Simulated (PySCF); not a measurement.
# C: interval between two levels with spin-orbit coupling

Wanted: the interval between two levels of carbon, up a ladder of methods.

The numbers are computed with PySCF 2.14.0 (two-component X2C-1e, generalised determinants), except any that are marked as measured or tabulated.

### 1 The atom as given

- Element: carbon (Z = 6)
- Basis: x2c-SVPall-2c with one added diffuse shell of s type (4s2p1d, 15 functions)
- Hamiltonian: two-component X2C-1e, Gaussian nucleus, no Breit or QED terms; spin-orbit coupling, run by run: off; screened by Boettger's factors
- Core shells frozen in the correlated runs: 1s2 (for C)
- State 1: C 2s2 2p2 3P2: [He] 2s2 2p2; 2p3/2 filled at m_j = +1/2, +3/2
- State 2: C 2s1 2p3 5S2: [He] 2s1 2p3; 2s1/2 filled at m_j = +1/2; 2p3/2 filled at m_j = -1/2, +1/2, +3/2
- Methods: GHF, GMP2

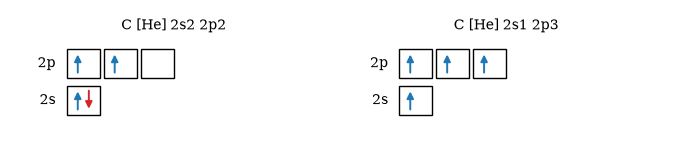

The shells outside the core, filled by Hund's rule for the drawing.

A driver program built on PySCF's X2C-1e integrals ran all steps in one process from the settings above; there is no separate input file.

The driver's launch:

```
$ OMP_NUM_THREADS=1 python sorun2.py TASK.json OUT
```

The integrals over 15 functions and the set-up took 0.05 s of CPU time.

### 2 C 2s2 2p2 3P2

Level: GHF (spin-free).

What it wrote:

```text
cycle= 1 E= -37.5859829738  delta_E= -37.6  |FDS-SDF|= 0.0551
cycle= 2 E= -37.6525705888  delta_E= -0.0666  |FDS-SDF|= 0.0133
cycle= 3 E= -37.6573567152  delta_E= -0.00479  |FDS-SDF|= 0.00522
cycle= 4 E= -37.6582909013  delta_E= -0.000934  |FDS-SDF|= 0.000845
cycle= 5 E= -37.6583128963  delta_E= -2.2e-05  |FDS-SDF|= 0.000118
cycle= 6 E= -37.6583132252  delta_E= -3.29e-07  |FDS-SDF|= 7.57e-06
cycle= 7 E= -37.6583132261  delta_E= -8.95e-10  |FDS-SDF|= 2.97e-07
```

It took 0.05 s on 1 thread of Neoverse-V1, shared host, the integrals not counted.

Occupied spinors (without spin-orbit coupling the j labels only name the start):

```csv
spinor shell,electrons,mean energy (eV),weight of the nominal j,rms radius (bohr)
1s1/2,2,-308.19,1.000,0.312
2s1/2,2,-18.834,1.000,1.78
2p3/2,2,-11.956,0.833,1.89
```

M_J = 2, ⟨J²⟩ = 6.008, ⟨L²⟩ = 2.002, ⟨S²⟩ = 2.006.

Level: GMP2 (spin-free).

No log was kept for this step.

It took 0.01 s on 1 thread of Neoverse-V1, shared host, the integrals not counted.

With 4 electrons correlated, the MP2 correlation energy is -0.05198 hartree. Largest pairs: 2p3/2-2s1/2 -0.0311, 2s1/2-2s1/2 -0.0155, 2p3/2-2p3/2 -0.0054.

Level: GHF (screened spin-orbit).

What it wrote:

```text
cycle= 1 E= -37.5859332501  delta_E= -37.6  |FDS-SDF|= 0.0551
cycle= 2 E= -37.6524872586  delta_E= -0.0666  |FDS-SDF|= 0.0133
cycle= 3 E= -37.6572703344  delta_E= -0.00478  |FDS-SDF|= 0.00522
cycle= 4 E= -37.6582039756  delta_E= -0.000934  |FDS-SDF|= 0.000845
cycle= 5 E= -37.6582259833  delta_E= -2.2e-05  |FDS-SDF|= 0.000121
cycle= 6 E= -37.6582263329  delta_E= -3.5e-07  |FDS-SDF|= 2.65e-05
cycle= 7 E= -37.6582263512  delta_E= -1.82e-08  |FDS-SDF|= 2.21e-05
cycle= 8 E= -37.6582264033  delta_E= -5.21e-08  |FDS-SDF|= 5.19e-06
cycle= 9 E= -37.6582264060  delta_E= -2.71e-09  |FDS-SDF|= 2.93e-07
cycle= 10 E= -37.6582264060  delta_E= -5.02e-12  |FDS-SDF|= 5.35e-08
```

Time after the integrals: 0.06 s (1 thread of Neoverse-V1, shared host).

Occupied spinors:

```csv
spinor shell,electrons,mean energy (eV),weight of the nominal j,rms radius (bohr)
1s1/2,2,-308.19,1.000,0.312
2s1/2,2,-18.835,1.000,1.78
2p3/2,2,-11.955,0.832,1.89
```

M_J = 2, ⟨J²⟩ = 6.008, ⟨L²⟩ = 2.002, ⟨S²⟩ = 2.006. Rows whose weight is well below 1 mix j = l ± 1/2: exchange competes with spin-orbit coupling there.

Level: GMP2 (screened spin-orbit).

The driver printed no log here.

It took 0.01 s on 1 thread of Neoverse-V1, shared host, the integrals not counted.

With 4 electrons correlated, the MP2 correlation energy is -0.05198 hartree. Largest pairs: 2p3/2-2s1/2 -0.0311, 2s1/2-2s1/2 -0.0155, 2p3/2-2p3/2 -0.0054.

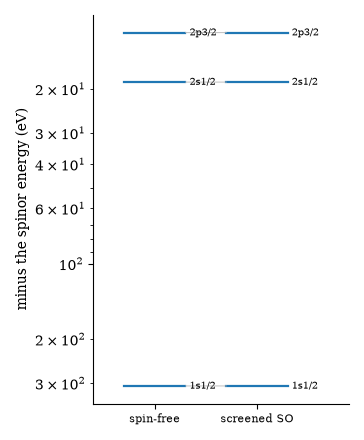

The highest 3 spinor levels of C 2s2 2p2 3P2 on a logarithmic scale, without and with spin-orbit coupling.

### 3 C 2s1 2p3 5S2, method by method

Level: GHF (spin-free).

What it wrote:

```text
cycle= 1 E= -37.5167749482  delta_E= -37.5  |FDS-SDF|= 0.0577
cycle= 2 E= -37.5761414576  delta_E= -0.0594  |FDS-SDF|= 0.00557
cycle= 3 E= -37.5764064502  delta_E= -0.000265  |FDS-SDF|= 0.000541
cycle= 4 E= -37.5764097009  delta_E= -3.25e-06  |FDS-SDF|= 7e-05
cycle= 5 E= -37.5764097958  delta_E= -9.49e-08  |FDS-SDF|= 2.55e-06
cycle= 6 E= -37.5764097961  delta_E= -3e-10  |FDS-SDF|= 2.05e-07
```

It took 0.04 s on 1 thread of Neoverse-V1, shared host, the integrals not counted.

Occupied spinors (without spin-orbit coupling the j labels only name the start):

```csv
spinor shell,electrons,mean energy (eV),weight of the nominal j,rms radius (bohr)
1s1/2,2,-307.17,1.000,0.313
2s1/2,1,-25.210,1.000,1.69
2p3/2,3,-13.062,0.667,1.88
```

M_J = 2, ⟨J²⟩ = 6.000, ⟨L²⟩ = 0.000, ⟨S²⟩ = 6.000.

Level: GMP2 (spin-free).

The driver printed no log here.

Time after the integrals: 0.01 s (1 thread of Neoverse-V1, shared host).

With 4 electrons correlated, the MP2 correlation energy is -0.01930 hartree. Largest pairs: 2p3/2-2p3/2 -0.0160, 2p3/2-2s1/2 -0.0033.

Level: GHF (screened spin-orbit).

What it wrote:

```text
cycle= 1 E= -37.5167749482  delta_E= -37.5  |FDS-SDF|= 0.0577
cycle= 2 E= -37.5761415793  delta_E= -0.0594  |FDS-SDF|= 0.00557
cycle= 3 E= -37.5764066041  delta_E= -0.000265  |FDS-SDF|= 0.000542
cycle= 4 E= -37.5764098663  delta_E= -3.26e-06  |FDS-SDF|= 7.19e-05
cycle= 5 E= -37.5764099659  delta_E= -9.96e-08  |FDS-SDF|= 9.2e-06
cycle= 6 E= -37.5764099676  delta_E= -1.64e-09  |FDS-SDF|= 4.93e-06
cycle= 7 E= -37.5764099681  delta_E= -5.96e-10  |FDS-SDF|= 3.85e-07
```

Time after the integrals: 0.04 s (1 thread of Neoverse-V1, shared host).

Occupied spinors:

```csv
spinor shell,electrons,mean energy (eV),weight of the nominal j,rms radius (bohr)
1s1/2,2,-307.17,1.000,0.313
2s1/2,1,-25.210,1.000,1.69
2p3/2,3,-13.062,0.666,1.88
```

M_J = 2, ⟨J²⟩ = 6.000, ⟨L²⟩ = 0.000, ⟨S²⟩ = 6.000. Rows whose weight is well below 1 mix j = l ± 1/2: exchange competes with spin-orbit coupling there.

Level: GMP2 (screened spin-orbit).

The driver printed no log here.

Time after the integrals: 0.01 s (1 thread of Neoverse-V1, shared host).

With 4 electrons correlated, the MP2 correlation energy is -0.01930 hartree. Largest pairs: 2p3/2-2p3/2 -0.0160, 2p3/2-2s1/2 -0.0033.

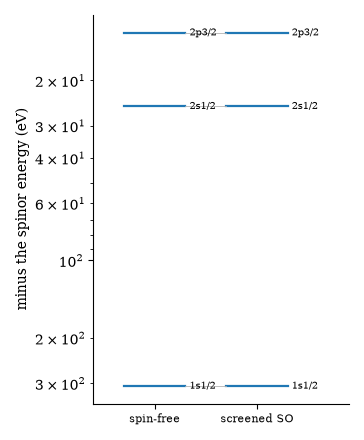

The highest 3 spinor levels of C 2s1 2p3 5S2 on a logarithmic scale, without and with spin-orbit coupling.

### 4 The energy differences

Interval between two levels: C [He] 2s2 2p2 [2p3/2^2, M_J = 2] → C [He] 2s1 2p3 [2s1/2^1 2p3/2^3, M_J = 2].

```csv
method,value (eV),error (eV),"CPU time, both states (s)"
GHF (spin-free),2.229,-1.949,0.09
GMP2 (spin-free),3.118,-1.059,0.09
GHF (screened spin-orbit),2.226,-1.951,0.1
GMP2 (screened spin-orbit),3.116,-1.062,0.1
```

Reference: 4.177 eV (measured; NIST Handbook of Basic Atomic Spectroscopic Data (Sansonetti and Martin, J. Phys. Chem. Ref. Data 34, 1559 (2005))).

Times are CPU seconds on a shared host without the integrals; correlated rows include their Hartree-Fock run.

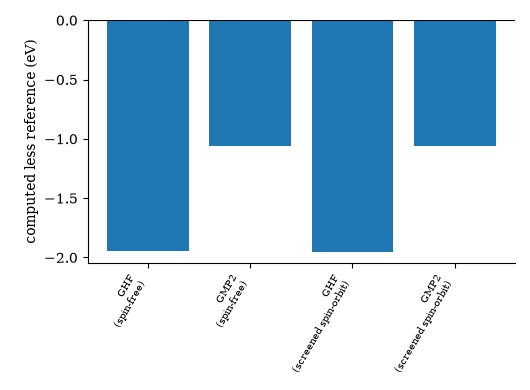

Computed less reference values by method.

### 5 Outcome

| quantity | value |
| --- | --- |
| interval between two levels, C → 2s1 2p3 5S2 | GHF (spin-free) 2.229, GMP2 (screened spin-orbit) 3.116 eV; reference 4.177 |

Each level's miss and price (over 1 difference):

```csv
method,mean absolute miss against the measured value (with the measured fine structure taken into account where it is known) (eV),"CPU time, both states (s)"
GHF (spin-free),1.949,0.09
GMP2 (spin-free),1.059,0.09
GHF (screened spin-orbit),1.951,0.1
GMP2 (screened spin-orbit),1.062,0.1
```

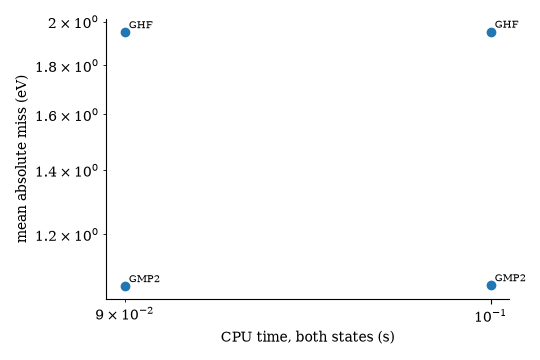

Miss against the measured value (with the measured fine structure taken into account where it is known) and CPU time.

**Reading.** Against experiment GMP2 (spin-free) comes closest (off by 1.06 eV), level with GMP2 (screened spin-orbit) and GHF (screened spin-orbit) is farthest (1.95 eV). Spin-orbit coupling moves the difference by -0.002 eV at GMP2. All values hold for this basis alone; no basis-set limit was taken.
